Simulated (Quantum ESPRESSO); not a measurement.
# MgS (Niningerite): zone-centre phonons, part 2 of 4

Which modes does MgS (Niningerite) have at the zone centre?

Quantum ESPRESSO 7.5; DFT LDA, scalar-relativistic, plane waves, JTH PAW pseudopotentials.

So far, pressure (GPa): step 2 (a first look) -3.19; step 4 (self-consistent run for the response) -0.0450.

### Step 5. Linear response at Γ

At q = 0 one unit cell holds all displacements; symmetry groups them into irreducible representations that are solved one by one. The response to a field gives ε∞ and the Born charges, which polar modes need.

File ph.in:

```
phonons
&inputph
   prefix = 'x'
   outdir = './tmp'
   fildyn = 'g.dyn'
   tr2_ph = 1.0d-18
   epsil = .true.
/
0.000000000000 0.000000000000 0.000000000000
```

Launch:

```bash
$ OMP_NUM_THREADS=1 mpirun -n 4 ph.x -nk 4 -in ph.in > ph.out
```

What it wrote:

```text
[banners, grids, parts of the stress and lines that vanish by symmetry left out]
[banner, memory and clock lines left out]
Program PHONON v.7.5

     ./tmp/x.save/

     file Mg.upf: wavefunction(s)  3P renormalized
     file S.upf: wavefunction(s)  3S 0S 3P 0P renormalized

     IMPORTANT: XC functional enforced from input :
     Exchange-correlation= PW
                           (   1   4   0   0   0   0   0)
     Any further DFT definition will be discarded
     Please, verify this is what you really want

     G-vector sticks info

     Check: negative core charge=   -0.000003

     negative rho (up, down):  5.416E-02 0.000E+00
     Reading collected, re-writing distributed wavefunctions in ./tmp/

     Number and degeneracy of irreps per q-point
       N         xq(1)         xq(2)         xq(3)   N irreps
       1   0.000000000   0.000000000   0.000000000       2
        3   3

     Calculation of q =    0.0000000   0.0000000   0.0000000

     phonons

     bravais-lattice index     =            0
     lattice parameter (alat)  =       6.8584  a.u.
     unit-cell volume          =     228.1154 (a.u.)^3
     number of atoms/cell      =            2
     number of atomic types    =            2
     kinetic-energy cut-off    =      60.0000  Ry
     charge density cut-off    =     480.0000  Ry
     convergence threshold     =      1.0E-18
     beta                      =       0.7000
     number of iterations used =            4
     Exchange-correlation= PW
                           (   1   4   0   0   0   0   0)

     celldm(1)=    6.85841  celldm(2)=    0.00000  celldm(3)=    0.00000
     celldm(4)=    0.00000  celldm(5)=    0.00000  celldm(6)=    0.00000

     crystal axes: (cart. coord. in units of alat)
               a(1) = ( -0.7071  0.0000  0.7071 )
               a(2) = (  0.0000  0.7071  0.7071 )
               a(3) = ( -0.7071  0.7071  0.0000 )

     reciprocal axes: (cart. coord. in units 2 pi/alat)
               b(1) = ( -0.7071 -0.7071  0.7071 )
               b(2) = (  0.7071  0.7071  0.7071 )
               b(3) = ( -0.7071  0.7071 -0.7071 )

     Atoms inside the unit cell:

     Cartesian axes

     site n.  atom      mass           positions (alat units)
        1  Mg     24.3050   tau(    1) = (    0.00000    0.00000    0.00000  )
        2  S      32.0600   tau(    2) = (   -0.70711    0.70711    0.70711  )

     Computing dynamical matrix for
                    q = (   0.0000000   0.0000000   0.0000000 )

     49 Sym.Ops. (with q -> -q+G )

     G cutoff =  571.9103  (  40533 G-vectors)     FFT grid: ( 48, 48, 48)
     G cutoff =  285.9551  (  14331 G-vectors)  smooth grid: ( 36, 36, 36)
     number of k points=    29
                       cart. coord. in units 2pi/alat
        k(    1) = (   0.0000000   0.0000000   0.0000000), wk =   0.0039062
        k(    2) = (  -0.0883883   0.0883883  -0.0883883), wk =   0.0312500
        k(    3) = (  -0.1767767   0.1767767  -0.1767767), wk =   0.0312500
        [... further k-points left out ...]

     PseudoPot. # 1 for Mg read from file:
     ./pseudo/Mg.upf
     Pseudo is Projector augmented-wave + core cor, Zval = 10.0
     Shape of augmentation charge: SINC**2
     Using radial grid of  976 points,  4 beta functions with:
                l(1) =   0
                l(2) =   0
                l(3) =   1
                l(4) =   1
     Q(r) pseudized with 0 coefficients

     PseudoPot. # 2 for S  read from file:
     ./pseudo/S.upf
     Pseudo is Projector augmented-wave + core cor, Zval =  6.0
     Shape of augmentation charge: SINC**2
     Using radial grid of  999 points,  4 beta functions with:
                l(1) =   0
                l(2) =   0
                l(3) =   1
                l(4) =   1
     Q(r) pseudized with 0 coefficients

     Mode symmetry, O_h (m-3m)  point group:

     Electric field:
     Dielectric constant
     Born effective charges as d Force / d E

     Atomic displacements:
     There are    2 irreducible representations

     Representation     1      3 modes -  To be done

     Representation     2      3 modes -  To be done

     Alpha used in Ewald sum =   2.8000

     negative rho (up, down):  5.416E-02 0.000E+00

     Electric Fields Calculation

      iter #   1   av.it.:   7.6
      thresh= 1.000E-02 alpha_mix =  0.700 |ddv_scf|^2 =  1.642E-07

      iter #   2   av.it.:  14.4
      thresh= 4.052E-05 alpha_mix =  0.700 |ddv_scf|^2 =  2.155E-08

      iter #   3   av.it.:  14.2
      thresh= 1.468E-05 alpha_mix =  0.700 |ddv_scf|^2 =  7.852E-11

      iter #   4   av.it.:  15.0
      thresh= 8.861E-07 alpha_mix =  0.700 |ddv_scf|^2 =  7.337E-13

      iter #   5   av.it.:  15.0
      thresh= 8.566E-08 alpha_mix =  0.700 |ddv_scf|^2 =  7.740E-15

      iter #   6   av.it.:  14.3
      thresh= 8.798E-09 alpha_mix =  0.700 |ddv_scf|^2 =  2.067E-17

      iter #   7   av.it.:  15.3
      thresh= 4.546E-10 alpha_mix =  0.700 |ddv_scf|^2 =  9.195E-20

     End of electric fields calculation

          Dielectric constant in cartesian axis

          (       5.615832129      -0.000000000      -0.000000000 )
          (      -0.000000000       5.615832129       0.000000000 )
          (      -0.000000000       0.000000000       5.615832129 )

          Effective charges (d Force / dE) in cartesian axis without acoustic sum rule applied (asr)

           atom    1  Mg    Mean Z*:        2.28467
      Ex  (        2.28467        0.00000       -0.00000 )
      Ey  (       -0.00000        2.28467       -0.00000 )
      Ez  (        0.00000        0.00000        2.28467 )
           atom    2  S     Mean Z*:       -2.30158
      Ex  (       -2.30158        0.00000        0.00000 )
      Ey  (        0.00000       -2.30158       -0.00000 )
      Ez  (        0.00000       -0.00000       -2.30158 )

          Effective charges Sum: Mean:       -0.01691
             -0.01691        0.00000        0.00000
              0.00000       -0.01691       -0.00000
              0.00000       -0.00000       -0.01691

          Effective charges (d Force / dE) in cartesian axis with asr applied:
           atom    1  Mg    Mean Z*:        2.29312
      E*x (        2.29312       -0.00000       -0.00000 )
      E*y (       -0.00000        2.29312        0.00000 )
      E*z (       -0.00000        0.00000        2.29312 )
           atom    2  S     Mean Z*:       -2.29312
      E*x (       -2.29312        0.00000        0.00000 )
      E*y (        0.00000       -2.29312       -0.00000 )
      E*z (        0.00000       -0.00000       -2.29312 )

     Representation #   1 modes #   1   2   3

     Self-consistent Calculation

      iter #   1   av.it.:   7.1
      thresh= 1.000E-02 alpha_mix =  0.700 |ddv_scf|^2 =  9.270E-08

      iter #   2   av.it.:  14.9
      thresh= 3.045E-05 alpha_mix =  0.700 |ddv_scf|^2 =  1.027E-08

      iter #   3   av.it.:  14.7
      thresh= 1.014E-05 alpha_mix =  0.700 |ddv_scf|^2 =  1.407E-10

      iter #   4   av.it.:  14.5
      thresh= 1.186E-06 alpha_mix =  0.700 |ddv_scf|^2 =  3.295E-13

      iter #   5   av.it.:  15.5
      thresh= 5.740E-08 alpha_mix =  0.700 |ddv_scf|^2 =  3.574E-15

      iter #   6   av.it.:  15.0
      thresh= 5.978E-09 alpha_mix =  0.700 |ddv_scf|^2 =  1.289E-17

      iter #   7   av.it.:  15.2
      thresh= 3.591E-10 alpha_mix =  0.700 |ddv_scf|^2 =  2.107E-19

     End of self-consistent calculation

     Convergence has been achieved

     Representation #   2 modes #   4   5   6

     Self-consistent Calculation

      iter #   1   av.it.:   9.8
      thresh= 1.000E-02 alpha_mix =  0.700 |ddv_scf|^2 =  7.718E-07

      iter #   2   av.it.:  15.2
      thresh= 8.785E-05 alpha_mix =  0.700 |ddv_scf|^2 =  2.673E-08

      iter #   3   av.it.:  15.4
      thresh= 1.635E-05 alpha_mix =  0.700 |ddv_scf|^2 =  3.691E-09

      iter #   4   av.it.:  15.3
      thresh= 6.076E-06 alpha_mix =  0.700 |ddv_scf|^2 =  2.658E-11

      iter #   5   av.it.:  15.4
      thresh= 5.155E-07 alpha_mix =  0.700 |ddv_scf|^2 =  6.802E-14

      iter #   6   av.it.:  15.1
      thresh= 2.608E-08 alpha_mix =  0.700 |ddv_scf|^2 =  1.446E-16

      iter #   7   av.it.:  15.3
      thresh= 1.203E-09 alpha_mix =  0.700 |ddv_scf|^2 =  2.391E-18

      iter #   8   av.it.:  15.5
      thresh= 1.546E-10 alpha_mix =  0.700 |ddv_scf|^2 =  4.794E-21

     End of self-consistent calculation

     Convergence has been achieved

     Number of q in the star =    1
     List of q in the star:
          1   0.000000000   0.000000000   0.000000000

          Dielectric constant in cartesian axis

          (       5.615832129      -0.000000000      -0.000000000 )
          (      -0.000000000       5.615832129       0.000000000 )
          (      -0.000000000       0.000000000       5.615832129 )

          Effective charges (d Force / dE) in cartesian axis without acoustic sum rule applied (asr)

           atom    1  Mg    Mean Z*:        2.28467
      Ex  (        2.28467        0.00000       -0.00000 )
      Ey  (       -0.00000        2.28467       -0.00000 )
      Ez  (        0.00000        0.00000        2.28467 )
           atom    2  S     Mean Z*:       -2.30158
      Ex  (       -2.30158        0.00000        0.00000 )
      Ey  (        0.00000       -2.30158       -0.00000 )
      Ez  (        0.00000       -0.00000       -2.30158 )

          Effective charges Sum: Mean:       -0.01691
             -0.01691        0.00000        0.00000
              0.00000       -0.01691       -0.00000
              0.00000       -0.00000       -0.01691

          Effective charges (d Force / dE) in cartesian axis with asr applied:
           atom    1  Mg    Mean Z*:        2.29312
      E*x (        2.29312       -0.00000       -0.00000 )
      E*y (       -0.00000        2.29312        0.00000 )
      E*z (       -0.00000        0.00000        2.29312 )
           atom    2  S     Mean Z*:       -2.29312
      E*x (       -2.29312        0.00000        0.00000 )
      E*y (        0.00000       -2.29312       -0.00000 )
      E*z (        0.00000       -0.00000       -2.29312 )

     Diagonalizing the dynamical matrix

     q = (    0.000000000   0.000000000   0.000000000 )

 **************************************************************************
     freq (    1) =       0.085712 [THz] =       2.859056 [cm-1]
     freq (    2) =       0.085712 [THz] =       2.859056 [cm-1]
     freq (    3) =       0.085712 [THz] =       2.859056 [cm-1]
     freq (    4) =       7.582844 [THz] =     252.936464 [cm-1]
     freq (    5) =       7.582844 [THz] =     252.936464 [cm-1]
     freq (    6) =       7.582844 [THz] =     252.936464 [cm-1]
 **************************************************************************

     Mode symmetry, O_h (m-3m)  point group:

     freq (   1-   3) =          2.9  [cm-1]   --> T_1u G_15  G_4- I
     freq (   4-   6) =        252.9  [cm-1]   --> T_1u G_15  G_4- I
```

The job ended after 60 s (4 MPI ranks of Intel Xeon Platinum 8488C (Sapphire Rapids), shared host; 4 min of CPU time).

This step gave:

| Item | Value |
| --- | --- |
| miss of the charge sum rule | 0.01691 e |
| largest acoustic frequency at the zone centre before the sum rule | 2.86 cm⁻¹ |
| highest optical zone-centre mode (no LO-TO term) | 252.9 cm⁻¹ |
| lowest optical zone-centre mode | 252.9 cm⁻¹ |
| mean high-frequency dielectric constant | 5.616 |
| largest Born charge in size (third of the trace) | 2.302 e |

Born charge (rows field, columns displacement), before the sum rule (e), principal values of the symmetric part by kind of site:

```tsv
atom	atoms with these values	low	middle	high	mean
Mg1	1	2.28	2.28	2.28	2.28
S2	1	-2.30	-2.30	-2.30	-2.30
```

In full for Mg1:

```
2.28 0.00 0.00
0.00 2.28 0.00
0.00 0.00 2.28
```

High-frequency dielectric tensor:

```
5.62 0.00 0.00
0.00 5.62 0.00
0.00 0.00 5.62
```

The acoustic modes at Γ come out as far as 2.9 cm⁻¹ from zero, where they should vanish, a small numerical error; the Born charges miss their sum rule by 0.017 e, which is good.

### Step 6. Modes with the sum rule

A rigid shift of the crystal must cost nothing, but grids and finite bases break this; the acoustic sum rule is imposed before the matrix is diagonalised again. With Born charges the intensities follow, and the static dielectric tensor.

File dynmat.in:

```
&input
   fildyn = 'g.dyn'
   asr = 'simple'
   fileig = 'dynmat.eig'
   lperm = .true.
/
```

Launch:

```bash
$ dynmat.x -in dynmat.in > dynmat.out
```

What it wrote:

```text
[banner, memory and clock lines left out]
Program DYNMAT v.7.5

     Reading Dynamical Matrix from file g.dyn
     ...Force constants read
     ...epsilon and Z* read
     A direction for q was not specified:TO-LO splitting will be absent

     Polarizability (A^3 units)
     multiply by 0.393916 for Clausius-Mossotti correction
        12.416469   -0.000000   -0.000000
        -0.000000   12.416469    0.000000
        -0.000000    0.000000   12.416469

     IR activities are in (D/A)^2/amu units

# mode   [cm-1]    [THz]      IR
    1     -0.00   -0.0000    0.0000
    2     -0.00   -0.0000    0.0000
    3     -0.00   -0.0000    0.0000
    4    252.92    7.5823    8.7755
    5    252.92    7.5823    8.7755
    6    252.92    7.5823    8.7755

Electronic dielectric permittivity tensor (relative, adimensional)
         5.615832   -0.000000   -0.000000
        -0.000000    5.615832    0.000000
        -0.000000    0.000000    5.615832

 ... with zone-center polar mode contributions
        14.271689   -0.000000    0.000000
        -0.000000   14.271689    0.000000
         0.000000   -0.000000   14.271689
```

Elapsed: 0.77 s, on 1 thread.

Read from the output:

| Item | Value |
| --- | --- |
| mean static dielectric constant | 14.27 |

Unit eigenvectors of the mass-weighted matrix after the sum rule; no LO-TO term. Modes at Γ, with each element's share of the kinetic energy:

```tsv
mode	frequency (cm⁻¹)	symmetry	Mg %	S %
1	0.0	acoustic	43	57
2	0.0	acoustic	43	57
3	0.0	acoustic	43	57
4	252.9	T1u	57	43
5	252.9	T1u	57	43
6	252.9	T1u	57	43
```

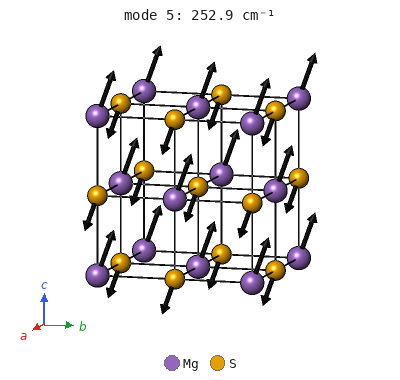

Displacement patterns of mode 5 at Γ; arrows are exaggerated. Some periodic images of atoms are drawn too.

Degenerate modes summed, no LO-TO term. Lines of the infrared spectrum (strongest = 100):

```tsv
position (cm⁻¹)	lines merged	label	IR intensity, relative
253	3	T1u	100
```

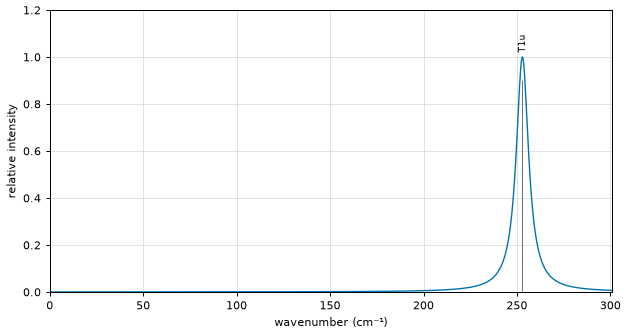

The infrared spectrum, broadened with Lorentzians of width 8 cm⁻¹; bars mark the lines.

Static dielectric tensor (ions relaxed, fixed cell):

```
14.27  0.00  0.00
 0.00 14.27  0.00
 0.00  0.00 14.27
```

The rule moves no optical mode by more than 0.1 cm⁻¹.

### Step 7. Modes along a direction of q (1 0 0)

A longitudinal polar mode sets up a macroscopic field that stiffens it; the term hangs on the direction from which q goes to zero.

File dynmat.in:

```
&input
   fildyn = 'g.dyn'
   asr = 'simple'
   fileig = 'dynmat.eig'
   q(1) = 1.0
   q(2) = 0.0
   q(3) = 0.0
/
```

Launch:

```bash
$ dynmat.x -in dynmat.in > dynmat.out
```

What it wrote:

```text
[banner, memory and clock lines left out]
Program DYNMAT v.7.5

     Reading Dynamical Matrix from file g.dyn
     ...Force constants read
     ...epsilon and Z* read

     Polarizability (A^3 units)
     multiply by 0.393916 for Clausius-Mossotti correction
        12.416469   -0.000000   -0.000000
        -0.000000   12.416469    0.000000
        -0.000000    0.000000   12.416469

     IR activities are in (D/A)^2/amu units

# mode   [cm-1]    [THz]      IR
    1     -0.00   -0.0000    0.0000
    2     -0.00   -0.0000    0.0000
    3     -0.00   -0.0000    0.0000
    4    252.92    7.5823    8.7755
    5    252.92    7.5823    8.7755
    6    403.19   12.0873    8.7755
```

Elapsed: 0.73 s, on 1 thread.

This step gave:

- highest mode moved by the LO-TO term: 403.2 cm⁻¹

Zone-centre frequencies as printed; negative means imaginary. Modes:

```tsv
mode	frequency (cm⁻¹)
1	0
2	0
3	0
4	252.9
5	252.9
6	403.2
```

The field moves one mode, from 253 to 403 cm⁻¹; the others stay.

### Step 8. Ground state, volume × 0.94

Bonds stiffen under compression, so frequencies follow the volume; the atoms are not relaxed anew.

File scf.in:

```
&control
   calculation = 'scf'
   prefix = 'x'
   outdir = './tmp'
   pseudo_dir = './pseudo'
   tprnfor = .true.
   tstress = .true.
/
&system
   ibrav = 0
   nat = 2
   ntyp = 2
   ecutwfc = 60.0
   ecutrho = 480.0
   occupations = 'fixed'
   nbnd = 10
/
&electrons
   conv_thr = 1.0d-12
   mixing_beta = 0.7
   electron_maxstep = 100
/
ATOMIC_SPECIES
 Mg     24.3050  Mg.upf
 S      32.0600  S.upf
CELL_PARAMETERS angstrom
    -2.513922854    0.000000000    2.513922854
     0.000000000    2.513922854    2.513922854
    -2.513922854    2.513922854    0.000000000
ATOMIC_POSITIONS crystal
 Mg     0.000000000   0.000000000   0.000000000
 S      0.500000000   0.500000000   0.500000000
K_POINTS automatic
 8 8 8 0 0 0
```

Launch:

```bash
$ OMP_NUM_THREADS=1 mpirun -n 4 pw.x -nk 4 -in scf.in > scf.out
```

What it wrote:

```text
[banners, grids, parts of the stress and lines that vanish by symmetry left out]
[banner, memory and clock lines left out]
Program PWSCF v.7.5

[...]
kinetic-energy cutoff     =      60.0000  Ry
     charge density cutoff     =     480.0000  Ry
     scf convergence threshold =      1.0E-12
[...]
Exchange-correlation= SLA PW NOGX NOGC
                           (   1   4   0   0   0   0   0)
[...]
48 Sym. Ops., with inversion, found
[...]
number of k points=    29
[...]
End of self-consistent calculation
[...]
highest occupied, lowest unoccupied level (ev):     8.0245   10.7976
!    total energy              =    -203.77416564 Ry
[...]
convergence has been achieved in  11 iterations
[...]
atom    1 type  1   force =     0.00000000    0.00000000    0.00000000
     atom    2 type  2   force =     0.00000000    0.00000000    0.00000000
     Total force =     0.000000     Total SCF correction =     0.000000
[...]
total   stress  (Ry/bohr**3)                   (kbar)     P=       58.03
[...]
XML data file, charge density, pseudopotentials, collected wavefunctions
```

Run time: 4.6 s. Hardware: 4 MPI ranks.

Read from the output:

- volume per atom: 15.89 Å³
- pressure: 5.803 GPa
- gap on the k-mesh: 2.773 eV

(Continued in part 3 of 4.)

[Host names and launcher messages were left out of these logs when they were recorded.]

[Logs are printed without paths, hosts, clocks, repeated set-up lines and the standing remarks that a program may print on its own settings, such as how far it seeks lower states.]

[Hosts, paths, dates, database ids (printed as entryN), source tags and the programs' standing remarks are cut or masked in the printed files.]
